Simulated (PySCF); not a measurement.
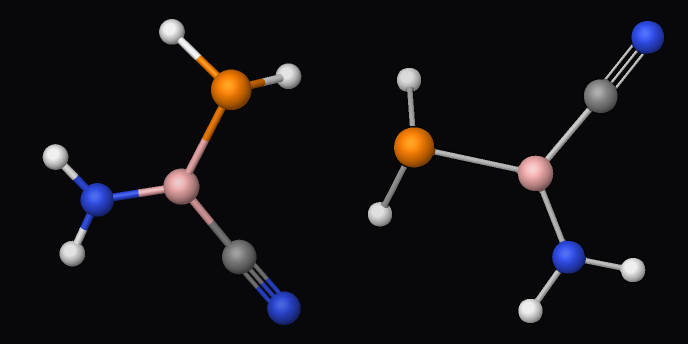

Both panels show the same species. Colours: nitrogen blue, carbon grey, boron pink, phosphorus orange, hydrogen white.

The geometry was computed by an optimisation with PBE0-D3(BJ)/def2-SVP. No frequency run is at hand to confirm it as a minimum.

Question: Give the formula.

Answer: CH₄BN₂P, 9 atoms: 1 carbon, 4 hydrogen, 1 boron, 2 nitrogen and 1 phosphorus.

Question: Which point group does it belong to?

Answer: C1.

Question: Describe its rings.

Answer: It has no ring.

Question: Name some functional groups or characteristic bonds that it holds.

Answer: Among them: nitrile.

More results for the same structure follow; atom numbers are the same in all pictures, views and colours differ.

**Shape**

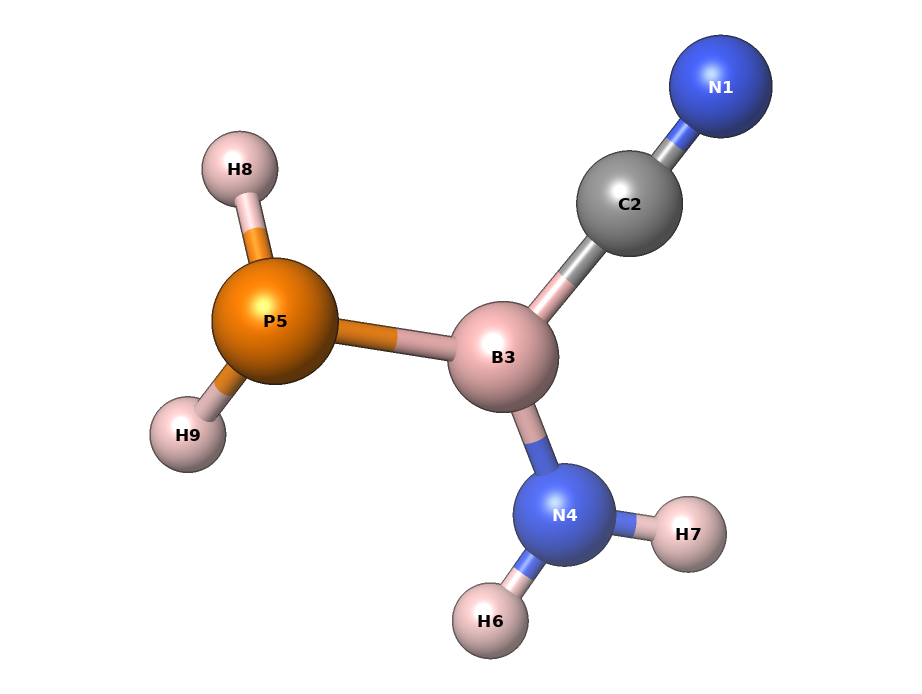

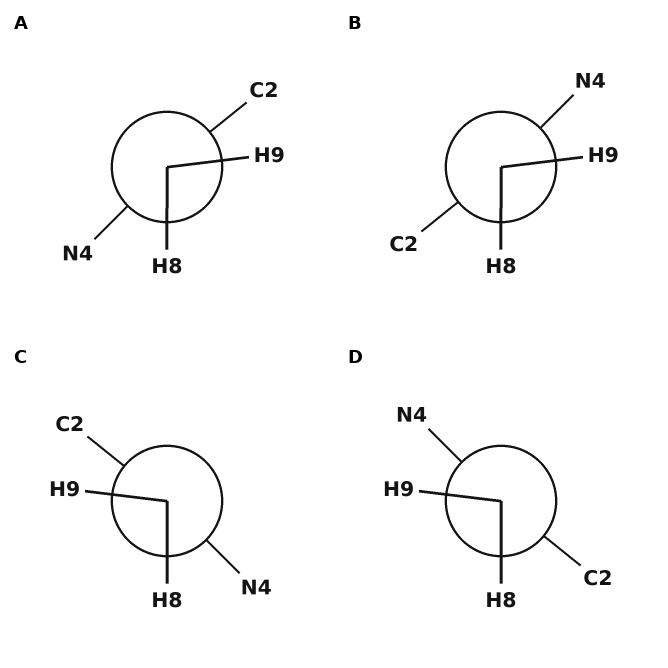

Atoms fade into the background with distance from the viewer. Bonds that would overlap in a projection are set slightly apart. No frequency run is at hand to confirm it as a minimum.

Question: Which Newman projection shows the view along P5–B3, with P5 in front?

Answer: B. The torsion angle H8–P5–B3–N4 is −135°, anticlinal.

**NMR shielding**

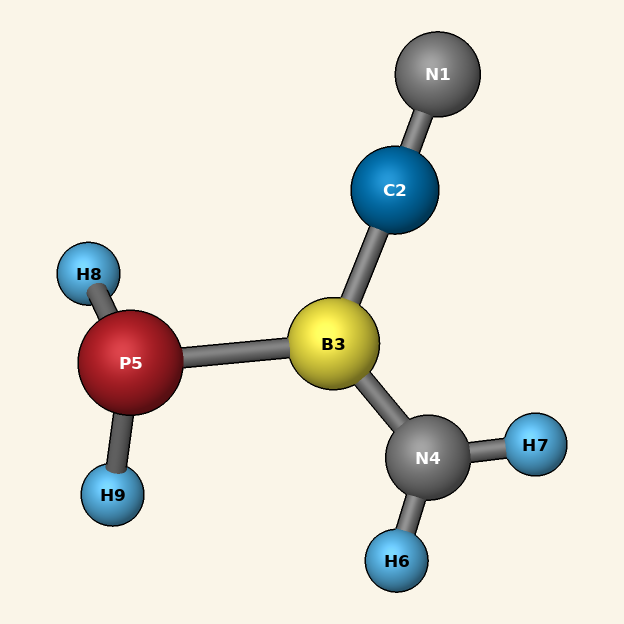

No frequency run is at hand to confirm it as a minimum. Level of theory: GIAO PBE0/aug-cc-pVDZ NMR shielding, non-relativistic, gas phase (PySCF 2.14.0). Principal shieldings σ11 ≤ σ22 ≤ σ33, span Ω = σ33 − σ11, skew κ = 3(σiso − σ22)/Ω.

Give the shielding tensors of the P atoms.

| atom | σ11 | σ22 | σ33 | σiso | Ω | κ |
| --- | --- | --- | --- | --- | --- | --- |
| P5 | 546.3 | 570.3 | 647.0 | 587.9 | 100.7 | 0.52 |

Shieldings and span in ppm.

**Charges**

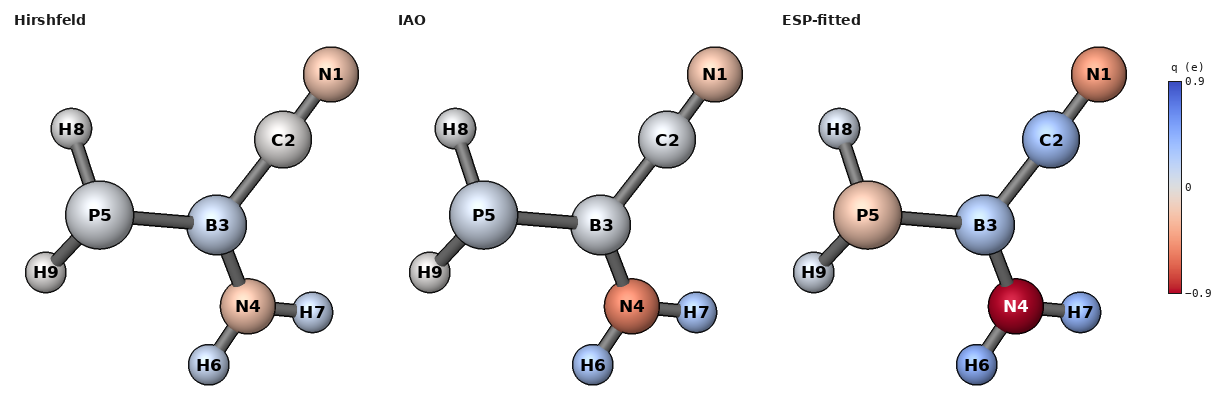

Atomic charges of one calculation by 3 schemes, on one colour scale. No frequency run is at hand to confirm it as a minimum. Computed with PBE0/IGLO-III (PySCF 2.14.0).

Question: Which scheme gives the most polar picture (largest mean size of the charges)?

Answer: The ESP-fitted charges are the largest in size here, and the Hirshfeld charges the smallest.

Question: On which atom do the schemes disagree most?

Answer: On N4 (from −0.90 to −0.23 e).

List the charges (e), one line for each set of equivalent atoms.

```
atom  Hirshfeld    IAO  ESP-fitted
  N1      −0.21  −0.21       −0.44
  C2      −0.01   0.03        0.32
  B3       0.13   0.04        0.24
  N4      −0.23  −0.53       −0.90
  P5       0.03   0.09       −0.21
  H6       0.14   0.29        0.43
  H7       0.15   0.30        0.40
  H8       0.00   0.01        0.07
  H9      −0.01  −0.01        0.08
```

**Levels of theory compared**

No frequency run is at hand to confirm it as a minimum. Program: PySCF 2.14.0.

Compare HOMO energy (eV), HOMO–LUMO gap (eV) at these levels: PBE0/IGLO-III; PBE0/aug-cc-pVDZ; PBE0/cc-pVDZ; PBE0/cc-pVTZ; PBE0/pcSseg-0.

```
           level  HOMO energy (eV)  HOMO–LUMO gap (eV)
   PBE0/IGLO-III             −7.70                6.12
PBE0/aug-cc-pVDZ             −7.71                6.13
    PBE0/cc-pVDZ             −7.52                6.29
    PBE0/cc-pVTZ             −7.68                6.20
   PBE0/pcSseg-0             −7.56                6.18
```

**Quadrupole coupling**

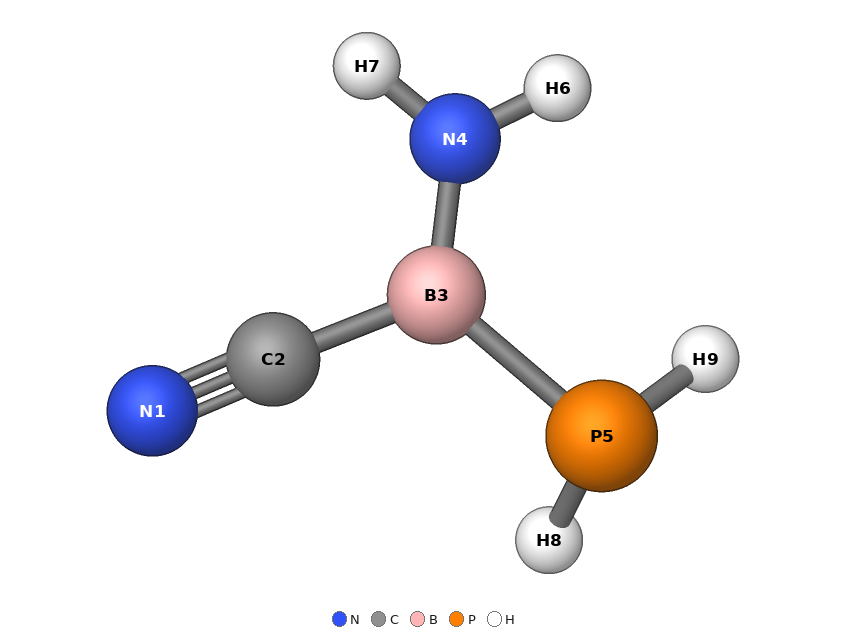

No frequency run is at hand to confirm it as a minimum. Electric field gradients from the ground-state density, PBE0/cc-pVTZ (PySCF 2.14.0), non-relativistic apart from any core potentials.

Give the largest field-gradient component, the quadrupole coupling constant and the asymmetry for 14N at N1 (Q = 20.44 mb), 11B at B3 (Q = 40.59 mb), 14N at N4 (Q = 20.44 mb), 2H at H6 (Q = 2.86 mb), 2H at H7 (Q = 2.86 mb).

```csv
atom,V_zz (a.u.),e²qQ/h (MHz),η
N1,−1.098,−5.27,0.17
B3,0.330,3.15,0.25
N4,−0.532,−2.55,0.62
H6,0.394,0.265,0.13
H7,0.390,0.262,0.13
```
